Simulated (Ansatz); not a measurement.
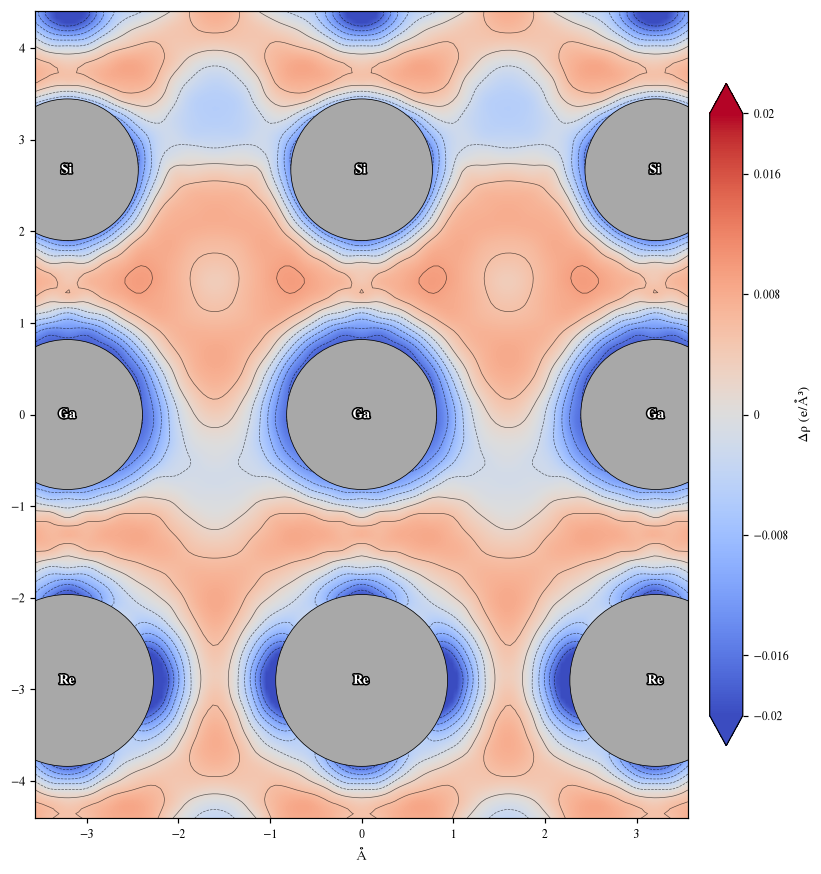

GaReSi. Difference of the valence pseudo-densities of two functionals at the same geometry, on the (010) plane of the calculation cell: one of LDA and r2SCAN less the other.

Both computed with Ansatz (plane waves, PAW), on the same k-point mesh. Grey discs cover the atomic cores.

```
Ga Si Re
1.0
     3.21031    0.00000    0.00000
     0.00000    3.21031    0.00000
     0.00000    0.00000    8.11543
Ga Si Re
2 2 2
Direct
  0.50000 0.00000 0.91366
  0.00000 0.50000 0.08634
  0.00000 0.50000 0.41552
  0.50000 0.00000 0.58448
  0.00000 0.50000 0.72877
  0.50000 0.00000 0.27123
```

Question: Which was subtracted from which, and what does the map show?

Answer: It is r2SCAN less LDA. Against LDA, r2SCAN gives less density around Ga (−0.010 e/Å³ on average at 1.0 Å from the nucleus), less density around Re (−0.005 e/Å³ on average at 1.1 Å from the nucleus), more density in the space between the atoms (+0.004 e/Å³ on average) and a change of +0.006 e/Å³ at the midpoint of Ga–Si and +0.004 e/Å³ at the midpoint of Ga–Re.
